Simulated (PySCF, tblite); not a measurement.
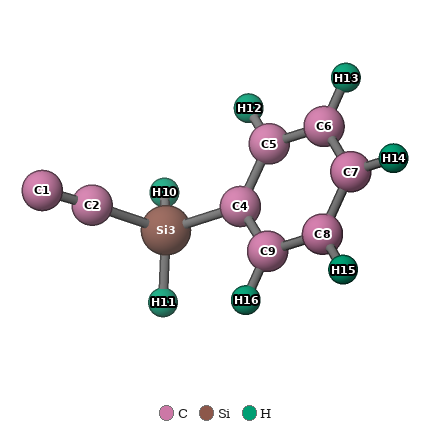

First-order isotropic EPR spectrum (fast tumbling, first derivative) of C₈H₇Si, SMILES [C]#C[SiH2]c1ccccc1, doublet at 9.50 GHz, Lorentzian lines of 0.03 mT full width at half height, from computed g and hyperfine couplings (B3LYP/pcH-1 in PySCF 2.14.0, at a GFN2-xTB geometry (a minimum by its frequencies), gas phase); values of one conformer, averaged over methyl-type rotors alone; other conformers aren't averaged in; no vibrational averaging; dilute isotopes left out. The SMILES is one Lewis form and needn't show where the spin sits.

Give g and the hyperfine couplings.

Answer. g_iso = 2.0022, which centres the spectrum at 339.0 mT; it spans 0.4 mT.

```tsv
nuclei	isotope	a (mT)	a (MHz)
H10, H11	¹H	−0.20	−5.6
H14	¹H	−0.01	−0.4
```

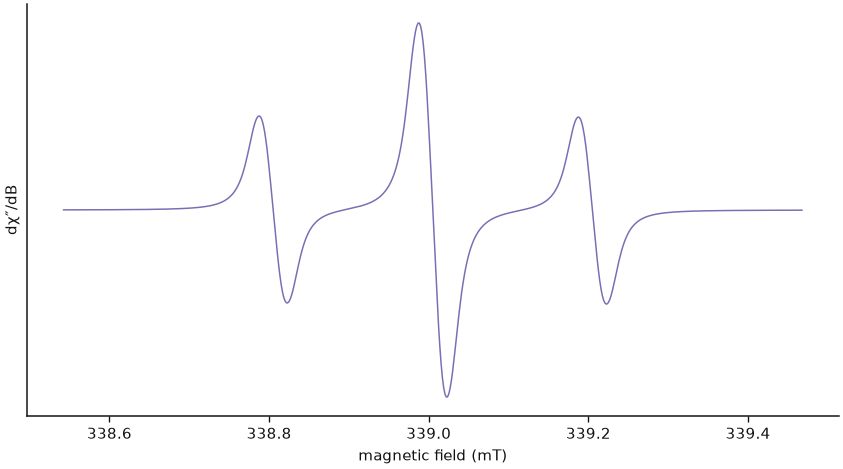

Note: the tight-binding geometry is rougher than a DFT one and adds to the error.
